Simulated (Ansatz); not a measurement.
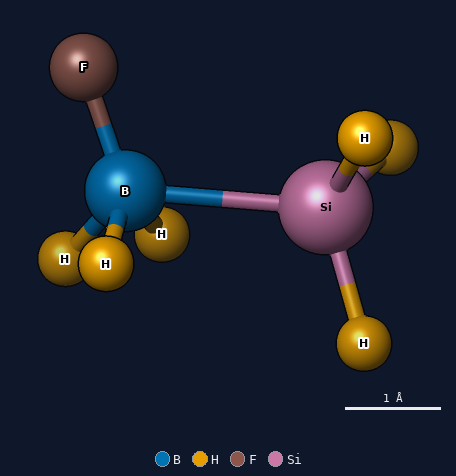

**Figure 1.** The input geometry (ball-and-stick view, seen at a tilt). Bond lengths as drawn: B–F 1.37 Å, B–H 1.21 to 1.32 Å, B–Si 2.12 Å and H–Si 1.49 Å.

Frequency calculation, with input and output: BSiH₆F

- system: BSiH₆F
- method: RKS B3LYP-D4/def2-SVP (Ansatz 0.2.0)

It belongs to a series of runs on one base structure; here: vibrations at the highest image of the band.

**Output**
```
Engine: ansatz 0.2.0, aarch64-unknown-linux-gnu
Functional definition: B3LYP
  parameter a0 = 0.2
  parameter ax = 0.72
  parameter ac = 0.81
  exchange = (1 - a0 - ax)*slater_x + ax*b88_x + a0*exact_x
  correlation = (1 - ac)*vwn_rpa_c + ac*lyp_c
805 factors; integrals over basis functions are off by at most 3.6e-4 eV
mean field evaluation 1: about -11361.6507 eV, gradient 2.9e1 eV
mean field evaluation 2: about -11360.9406 eV, gradient 3.9e1 eV
mean field evaluation 4: about -11363.5063 eV, gradient 1.2e0 eV
mean field evaluation 8: about -11363.5276 eV, gradient 1.4e-2 eV
mean field -11363.52756114 eV, -417.6019353961 hartree, gradient 5.8e-5 eV, S^2 0.000000; 0 other end points of the search recorded, 0 dependent functions left out
the calculation of the forces begins
reference -11363.52779641 eV, -417.6019440423 hartree; 17, 17 occupied and 59, 59 virtual orbitals, 805 factors
these checks for a lower state are left out or cut short: stability, starts, cluster_reference, orbital_swaps, neighbouring_geometries, increment
805 factors; integrals over basis functions are off by at most 3.6e-4 eV
mean field evaluation 16: about -11363.5274 eV, gradient 9.8e-5 eV
mean field -11363.52740489 eV, -417.6019296543 hartree, gradient 9.1e-7 eV, S^2 0.000000; 0 other end points of the search recorded, 0 dependent functions left out
[... from here on the field's lines of each further geometry are left out, up to the last ...]
the calculation of the forces begins
reference -11363.52772820 eV, -417.6019415355 hartree; 17, 17 occupied and 59, 59 virtual orbitals, 805 factors
these checks for a lower state are left out or cut short: stability, starts, cluster_reference, orbital_swaps, neighbouring_geometries, increment
805 factors; integrals over basis functions are off by at most 3.6e-4 eV
mean field -11363.52751701 eV, -417.6019337745 hartree, gradient 8.6e-7 eV, S^2 0.000000; 0 other end points of the search recorded, 0 dependent functions left out
the calculation of the forces begins
reference -11363.52775228 eV, -417.6019424206 hartree; 17, 17 occupied and 59, 59 virtual orbitals, 805 factors
WARN: phonons: modes at or below zero, which the zero-point energy, F, S and C_V leave out: 1, the lowest at -922.89 cm⁻¹. A minimum has none, and a first-order saddle one
Total energy: -11363.73356841 eV, -417.6095060239 hartree
Atom 0 at    -0.102710    -0.254968     0.211138 Å, force    -0.012669    -0.012758     0.017026 eV/Å
Atom 1 at     0.419894     0.592526     1.073483 Å, force     0.006347     0.010106    -0.005843 eV/Å
Atom 2 at     0.822402    -0.209833    -0.566629 Å, force     0.000411    -0.000042    -0.001675 eV/Å
Atom 3 at    -1.379049     0.100173    -0.143311 Å, force     0.001976     0.000902    -0.004103 eV/Å
Atom 4 at     0.084265    -2.290359     0.758646 Å, force    -0.001834     0.013501    -0.002803 eV/Å
Atom 5 at    -0.390812    -2.994902    -0.465790 Å, force     0.002644    -0.000573    -0.000351 eV/Å
Atom 6 at     1.513253    -2.624998     1.025334 Å, force     0.000510    -0.000438     0.002000 eV/Å
Atom 7 at    -0.745180    -2.741075     1.915133 Å, force    -0.001294    -0.000787    -0.002631 eV/Å
Atom 8 at     0.141038    -0.366362     1.456795 Å, force     0.003908    -0.009911    -0.001619 eV/Å
Dipole moment:     0.282894    -0.043422     0.286945 e Å
Vibrations: -922.89 147.02 191.89 400.44 521.51 608.59 659.69 889.28 891.00 938.24 956.58 985.38 1102.29 1182.85 1231.52 2123.25 2217.71 2225.42 2234.71 2335.78 2592.28 cm⁻¹, zero-point energy 1.514803 eV
```

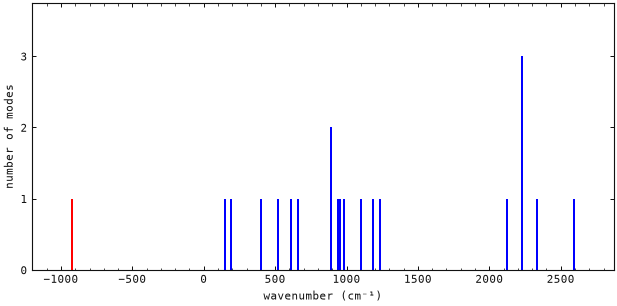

**Figure 2.** Harmonic vibrational wavenumbers from the force constants; neighbouring modes closer than 16 cm⁻¹ are counted in one stick, and imaginary ones are drawn at negative wavenumbers. 21 modes from 923i to 2592 cm⁻¹, 1 imaginary beyond 8i (923i cm⁻¹): a first-order saddle point, if the geometry is stationary.

This output came from the following input.

**The input**
```yaml
crystal:
  periodic: [false, false, false]
  atoms:
    - { symbol: B, position_ang: [-0.10271, -0.254968, 0.211138] }
    - { symbol: H, position_ang: [0.419894, 0.592526, 1.073483] }
    - { symbol: H, position_ang: [0.822402, -0.209833, -0.566629] }
    - { symbol: F, position_ang: [-1.379049, 0.100173, -0.143311] }
    - { symbol: Si, position_ang: [0.084265, -2.290359, 0.758646] }
    - { symbol: H, position_ang: [-0.390812, -2.994902, -0.46579] }
    - { symbol: H, position_ang: [1.513253, -2.624998, 1.025334] }
    - { symbol: H, position_ang: [-0.74518, -2.741075, 1.915133] }
    - { symbol: H, position_ang: [0.141038, -0.366362, 1.456795] }
basis:
  gaussian: { orbitals: def2-SVP }
hamiltonian:
  xc: b3lyp
  dispersion: d4
phonons: {}
```

Launched with:
```bash
ansatz run input.yaml --threads 1 --pin off --max-ram 2048MiB --backend cpu --events-out ev --progress --plain --runs-dir out
```

**Summary**

- outcome: converged
- total energy: −11363.7336 eV
- mean-field energy: −11363.5278 eV
- largest force (length of the vector): 0.025 eV/Å
- hardware: 1 thread of Arm Neoverse V2, 24 GiB of memory available, shared host
- wall time: 68 s
- peak memory: 0.13 GiB
